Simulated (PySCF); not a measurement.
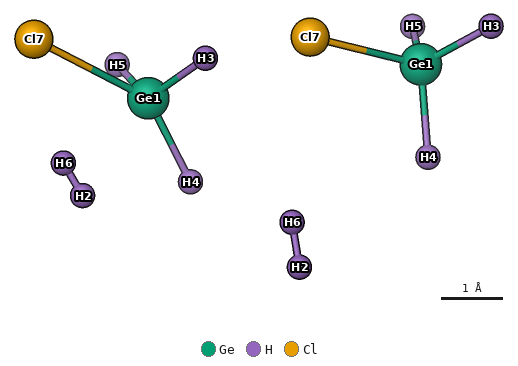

Two geometries of GeH5Cl (started from a transition state, displaced along its imaginary mode), drawn at one scale. One is the start of a relaxation, the other its converged end. The picture is a ball-and-stick view, seen at a tilt.

Level of theory: RKS PBE0-D4/def2-TZVP, density fitting (PySCF 2.14.0). 

Which of the two is the end point?

Answer. The right one is the relaxed one. Over 31 geometry steps the energy falls by 2.214 eV. The atom that moves furthest after the best rigid fit is H2 (1.47 Å). Largest moves by element: H 1.47 Å, Ge 0.65 Å, Cl 0.38 Å. Near-neighbour distances that change, for instance: Ge1–H2 2.066 → 4.171 Å, Ge1–H6 1.947 → 3.687 Å, Ge1–Cl7 2.372 → 2.157 Å, H2–H6 0.629 → 0.747 Å. Among the angles between lasting bonds that change: H4–Ge1–Cl7 145.1° → 107.0°, H5–Ge1–Cl7 89.3° → 107.0°, H3–Ge1–H5 126.7° → 111.8°.
